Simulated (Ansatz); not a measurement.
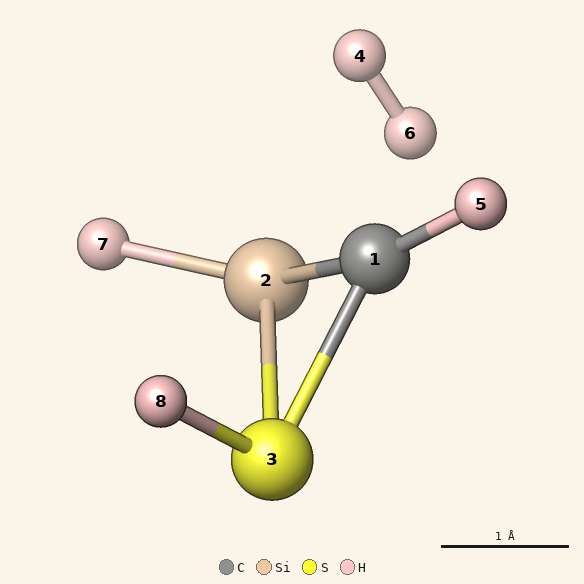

Orthographic view. Atoms fade into the background with distance from the viewer. The species has charge +1 and is a spin singlet. The geometry was computed by an optimisation with PBE-D4/def2-SVP. No frequency run is at hand to confirm it as a minimum.

Give the distance matrix in Å.

```tsv
atom	C1	Si2	S3	H4	H5	H6	H7	H8
C1	0.00							
Si2	1.71	0.00						
S3	1.84	2.37	0.00					
H4	3.01	2.21	4.42	0.00				
H5	1.10	2.72	2.62	3.46	0.00			
H6	3.01	2.12	4.30	0.79	3.48	0.00		
H7	3.04	1.49	3.36	2.55	4.05	2.68	0.00	
H8	2.46	3.13	1.38	5.04	3.09	5.12	3.77	0.00
```
